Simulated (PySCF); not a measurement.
GeH₄N, doublet, SMILES `[NH2][GeH2]`.

PySCF calculation, M06-2X/cc-pVTZ, gas phase; geometry: GFN2-xTB. No frequency check shows the geometry to be a minimum. GFN2-xTB bond lengths at metals and heavier atoms can be off by up to 0.1 Å and shapes distorted, which carries into these values. GFN2-xTB doesn't know the spin state, so this open-shell geometry is rough.

Cartesian coordinates (Å):

```
N1       1.4343    0.0002   -0.1068
Ge2     -0.3925   -0.0000    0.0660
H3       1.9489    0.8191    0.1822
H4       1.9484   -0.8205    0.1818
H5      -0.6900   -1.2241   -0.8640
H6      -0.6892    1.2250   -0.8633
```

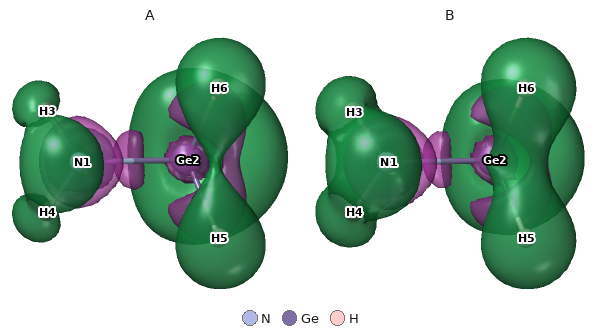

The two Fukui functions at ±0.02 e/Å³ (green positive, purple negative).

**Which panel is f⁻ (electron removed) and which f⁺ (electron added)?**

A is f⁺, B is f⁻. f⁻ (Hirshfeld-condensed) is largest on Ge2 (0.48); the vertical ionisation energy is 8.30 eV (to the singlet cation, which needn't be its lowest state). f⁺ (Hirshfeld-condensed) is largest on Ge2 (0.56); the vertical electron affinity is 0.68 eV (to the singlet anion, which needn't be its lowest state; the anion's highest orbital has positive energy, so this value and f⁺ depend on the basis).
